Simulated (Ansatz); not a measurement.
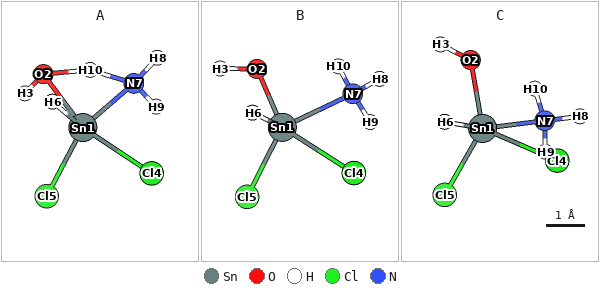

3 geometries from a converged minimum-energy path of SnNH5OCl2, shuffled. A ball-and-stick model, seen from a free direction.

These are results of RKS revPBE-D4/def2-SVP (Ansatz), not measurements. Run with 7 movable images; climbing image; force threshold 0.03 eV/Å; iteration limit 60; starting path through a guess of the saddle point.

> Which of them lies highest in energy?

A. In order along the path, whose images run from 0 to 8: C (image 1, +7.0 kJ/mol), B (image 3, +30.8 kJ/mol), A (image 6, +64.7 kJ/mol). A hydrogen atom shifts from one atom to another. Breaking: N7–H10 (1.03 → 1.27 at the top → 1.92 Å). Forming: O2–H10 (2.33 → 1.27 at the top → 1.00 Å).

Cost: 5.6 min on 4 threads of Intel(R) Xeon(R) Platinum 8259CL CPU @ 2.50GHz (Skylake/Cascade Lake), with other jobs on the host, peak memory 0.21 GiB.
